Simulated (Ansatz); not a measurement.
CH₅NSSi: several calculations on one system

## 1. Relaxation

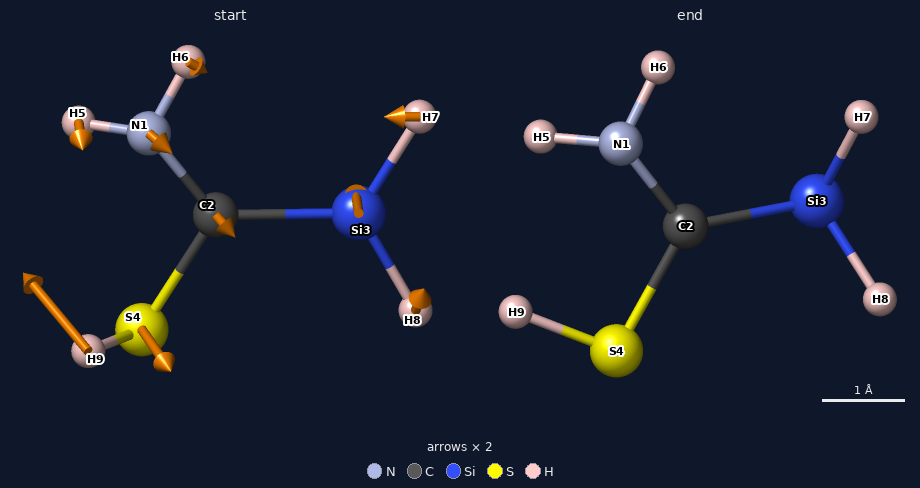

The structure of CH5NSSi before (left) and after (right) a relaxation, at one scale. The orange arrows give the displacements, 2 times their true length.

A ball-and-stick model, seen at a tilt.

The run prepares an end point of a later path (hydrogen shift) calculation, from a guessed geometry.

Computed with RKS PBE0/STO-3G (Ansatz 0.2.0). Set-up: no spin polarisation; force threshold 0.02 eV/Å; at most 50 steps.

Q: What changed between the two?

A: The atom that moves furthest after the best rigid fit is H9 (0.77 Å). Largest moves by element: H 0.77 Å, S 0.51 Å, Si 0.47 Å, N 0.20 Å, C 0.19 Å. Some distances before and after: N1–H5 1.014 → 1.048 Å, N1–H6 1.011 → 1.043 Å, S4–H9 1.336 → 1.361 Å, C2–S4 1.784 → 1.766 Å. Among the angles between lasting bonds that change: C2–Si3–H7 119.6° → 104.2°, C2–Si3–H8 120.2° → 106.3°, H7–Si3–H8 120.0° → 107.4°. Groups turn about C2–S4 by about 70°. The energy falls by 0.437 eV in 12 accepted moves (15 points after the start). The largest force component goes from 3.6 to 0.0073 eV/Å. The line search rejected the trial steps at points 7, 10, 14 of the run. Cost: 36 s on 1 thread of Arm Neoverse V1 (shared host), peak memory 0.14 GiB.

Limits of the set-up: STO-3G is a minimal basis, so the numbers are rough.

## 2. Relaxation

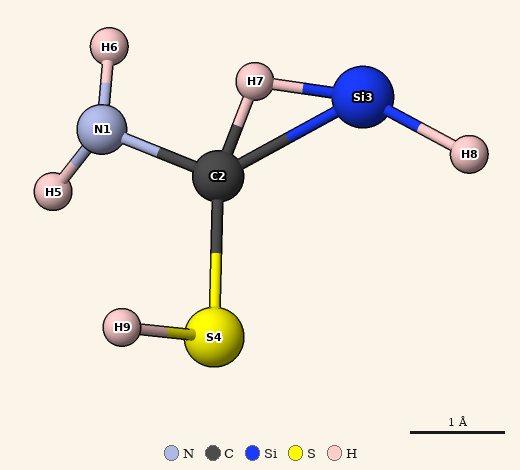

This is the input geometry for a relaxation of CH5NSSi. The picture is a ball-and-stick view, seen at a tilt.

The run prepares an end point of a later path (hydrogen shift) calculation, from a guessed geometry.

Level of theory: RKS PBE0/STO-3G (Ansatz).

Input file:
```yaml
crystal:
  periodic: [false, false, false]
  atoms:
    - { symbol: "N", position_ang: [0.0445, 1.31126, -0.52403] }
    - { symbol: C, position_ang: [-0.04859, 0.08909, 0.17255] }
    - { symbol: Si, position_ang: [0.05129, -1.54835, -0.48849] }
    - { symbol: S, position_ang: [-0.37594, 0.2835, 1.91574] }
    - { symbol: H, position_ang: [-0.6259, 2.00045, -0.20199] }
    - { symbol: H, position_ang: [-0.00967, 1.19475, -1.52704] }
    - { symbol: H, position_ang: [0.32037, -0.43161, -0.7111] }
    - { symbol: H, position_ang: [0.11959, -2.68619, 0.39803] }
    - { symbol: H, position_ang: [0.6564, 1.09067, 2.17679] }
basis:
  gaussian: { orbitals: STO-3G }
hamiltonian:
  xc: pbe0
relax:
  f_tol: 0.02
  max_steps: 50
output:
  orbitals: {}
```

Run as
```bash
ansatz run input.yaml --threads 1 --pin off --max-ram 2048MiB --backend cpu --events-out ev --progress --plain --runs-dir out
```

Where does the relaxation end?

The largest move after the best rigid fit is that of Si3, 1.54 Å. By element the largest moves are Si 1.54 Å, S 1.26 Å, H 0.99 Å, C 0.45 Å, N 0.24 Å. Near-neighbour distances that change, for instance: Si3–H7 1.170 → 2.673 Å, Si3–S4 3.053 → 2.313 Å, C2–Si3 1.769 → 1.914 Å, C2–S4 1.784 → 1.925 Å. Bonds break, among them: Si3–H7 (1.17 → 2.67 Å). Bond angles that change, for instance: Si3–C2–H7 40.1° → 122.5°, S4–C2–H7 155.0° → 105.1°, Si3–C2–S4 118.4° → 74.1°. After 40 accepted moves (45 points after the start) the energy has fallen by 8.460 eV. Largest force component: 12 eV/Å at the start, 0.012 eV/Å at the end. The line search rejected the trial steps at points 12, 17, 26, 40, 42 of the run. Cost: 100 s on 1 thread of Arm Neoverse V1, on a shared host, peak memory 0.14 GiB.

Step by step:

```json
{"step": "0", "E − E(0), eV": "0.0000", "largest force component, eV/Å": "11.9201", "note": ""}
{"step": "1", "E − E(0), eV": "-3.5178", "largest force component, eV/Å": "7.1966", "note": ""}
{"step": "2", "E − E(0), eV": "-5.4116", "largest force component, eV/Å": "3.1220", "note": ""}
{"step": "3", "E − E(0), eV": "-6.0944", "largest force component, eV/Å": "2.0075", "note": ""}
{"step": "4", "E − E(0), eV": "-6.4849", "largest force component, eV/Å": "0.6308", "note": ""}
{"step": "5", "E − E(0), eV": "-6.5879", "largest force component, eV/Å": "0.8870", "note": ""}
{"step": "6", "E − E(0), eV": "-6.6687", "largest force component, eV/Å": "0.5022", "note": ""}
{"step": "7", "E − E(0), eV": "-6.7372", "largest force component, eV/Å": "1.1079", "note": ""}
{"step": "8", "E − E(0), eV": "-6.8181", "largest force component, eV/Å": "1.5535", "note": ""}
{"step": "9", "E − E(0), eV": "-6.9688", "largest force component, eV/Å": "1.6721", "note": ""}
{"step": "10", "E − E(0), eV": "-7.2224", "largest force component, eV/Å": "0.8920", "note": ""}
{"step": "12", "E − E(0), eV": "-7.1864", "largest force component, eV/Å": "2.4492", "note": "rejected"}
{"step": "14", "E − E(0), eV": "-7.4082", "largest force component, eV/Å": "0.1552", "note": ""}
{"step": "16", "E − E(0), eV": "-7.4206", "largest force component, eV/Å": "0.1367", "note": ""}
{"step": "17", "E − E(0), eV": "-7.3800", "largest force component, eV/Å": "1.3030", "note": "rejected"}
{"step": "19", "E − E(0), eV": "-7.4406", "largest force component, eV/Å": "0.4001", "note": ""}
{"step": "21", "E − E(0), eV": "-7.4699", "largest force component, eV/Å": "0.1261", "note": ""}
{"step": "23", "E − E(0), eV": "-7.4734", "largest force component, eV/Å": "0.0757", "note": ""}
{"step": "25", "E − E(0), eV": "-7.4764", "largest force component, eV/Å": "0.2671", "note": ""}
{"step": "27", "E − E(0), eV": "-7.4826", "largest force component, eV/Å": "0.2907", "note": ""}
{"step": "28", "E − E(0), eV": "-7.4974", "largest force component, eV/Å": "0.6267", "note": ""}
{"step": "30", "E − E(0), eV": "-7.7120", "largest force component, eV/Å": "1.2756", "note": ""}
{"step": "32", "E − E(0), eV": "-8.2391", "largest force component, eV/Å": "0.9569", "note": ""}
{"step": "34", "E − E(0), eV": "-8.3847", "largest force component, eV/Å": "0.5048", "note": ""}
{"step": "36", "E − E(0), eV": "-8.4217", "largest force component, eV/Å": "1.0919", "note": ""}
{"step": "38", "E − E(0), eV": "-8.4509", "largest force component, eV/Å": "0.1239", "note": ""}
{"step": "39", "E − E(0), eV": "-8.4544", "largest force component, eV/Å": "0.1473", "note": ""}
{"step": "41", "E − E(0), eV": "-8.4586", "largest force component, eV/Å": "0.1303", "note": ""}
{"step": "43", "E − E(0), eV": "-8.4593", "largest force component, eV/Å": "0.0492", "note": ""}
{"step": "45", "E − E(0), eV": "-8.4596", "largest force component, eV/Å": "0.0118", "note": ""}
```

Final geometry:

```xyz
9

N    -0.1768    1.3837   -0.4538
C     0.2156   -0.0003   -0.1771
Si   -0.9945   -1.2637    0.5987
S     0.7633   -0.1963    1.6580
H    -1.1732    1.4010   -0.7768
H     0.3906    1.7654   -1.2463
H     1.0910   -0.3070   -0.7717
H    -0.0435   -2.3604    0.2868
H     0.0595    0.8812    2.0927
```

The end point in the same view:

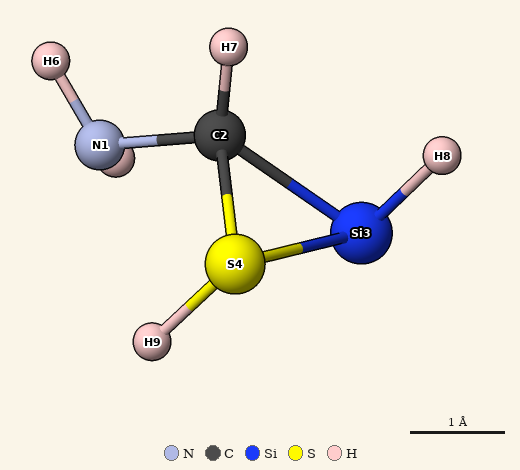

Limits of the set-up: STO-3G is a minimal basis, so the numbers are rough.

## 3. Path

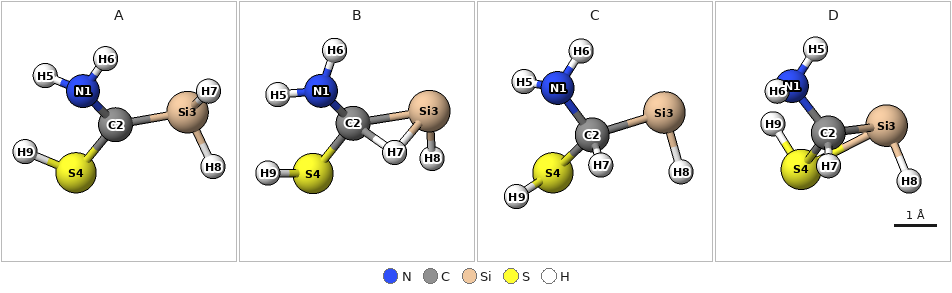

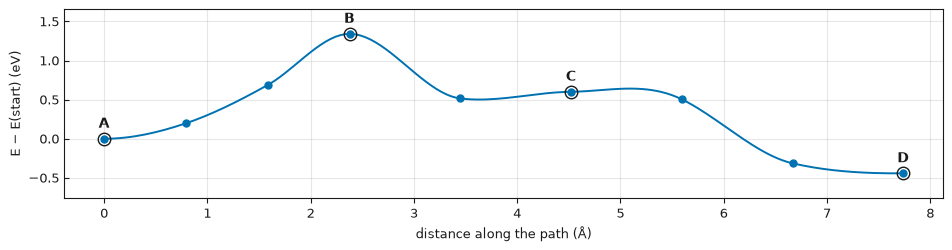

A search for the minimum-energy path of CH5NSSi by the nudged elastic band. Images are numbered from 0 (start) to 8 (end). Frames A to D are images 0, 3, 5, 8. A ball-and-stick model, seen from a free direction.

Theory: RKS PBE0/STO-3G (Ansatz). Run with 7 movable images; climbing image; force threshold 0.03 eV/Å; iteration limit 60; starting path through a guess of the saddle point.

**Describe the mechanism and the energy profile.**

The energy climbs by 1.34 eV to image 3 and then falls by 1.78 eV, so the end point sits at −0.44 eV. The profile has 2 maxima (images 3, 5) with a dip at image 4 (+0.52 eV), so the process runs in steps. The path has more than one stage, and so few images may leave a stage unresolved. Breaking: Si3–H7 (1.45 → 1.64 at the top → 2.67 Å). Forming: C2–H7 (2.55 → 1.46 at the top → 1.10 Å). The band converged in 44 iterations. The largest component of the band force went from 21 to 0.028 eV/Å. The climbing image converged on the top of the path. Its vibrational analysis gives one imaginary mode (877i cm⁻¹), as a transition state must have.

Limits of the set-up: STO-3G is a minimal basis, so the numbers are rough.

Cost: 8.5 min on 1 thread of Arm Neoverse V1, with other jobs on the host, peak memory 0.096 GiB.
